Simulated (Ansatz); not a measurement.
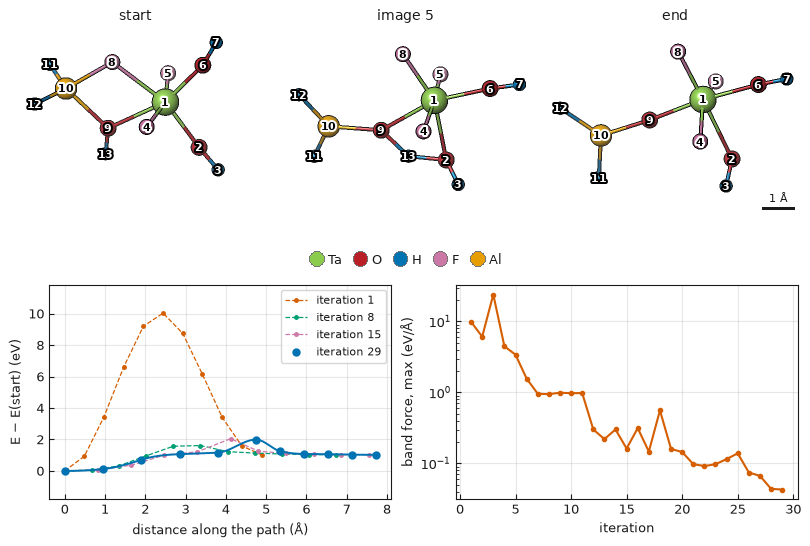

A nudged-elastic-band calculation for TaAlH5O3F3. Images are numbered from 0 (start) to 10 (end). The plot follows the band through its iterations. The picture is a ball-and-stick view, seen at a tilt.

Method: RHF/def2-SVP in Ansatz. Run with 9 movable images; climbing image; force threshold 0.05 eV/Å; iteration limit 60; starting path by straight interpolation.

### How did the profile develop, and is the result final?

The run is converged, with reservations. The band converged in 29 iterations. The largest component of the band force went from 9.9 to 0.043 eV/Å. The climbing image converged on the top of the path. Its curvatures weren't checked. The straight starting path can push atoms close together and costs iterations. The first iteration put the highest image at 10.03 eV. Forward barrier 1.99 eV, backward barrier 0.97 eV, with image 5 at the top; the reaction energy is +1.03 eV.

Limits of the set-up: Hartree-Fock leaves out electron correlation.

The run took 11 min on 4 threads of Arm Neoverse V2, on a shared host, peak memory 0.5 GiB.
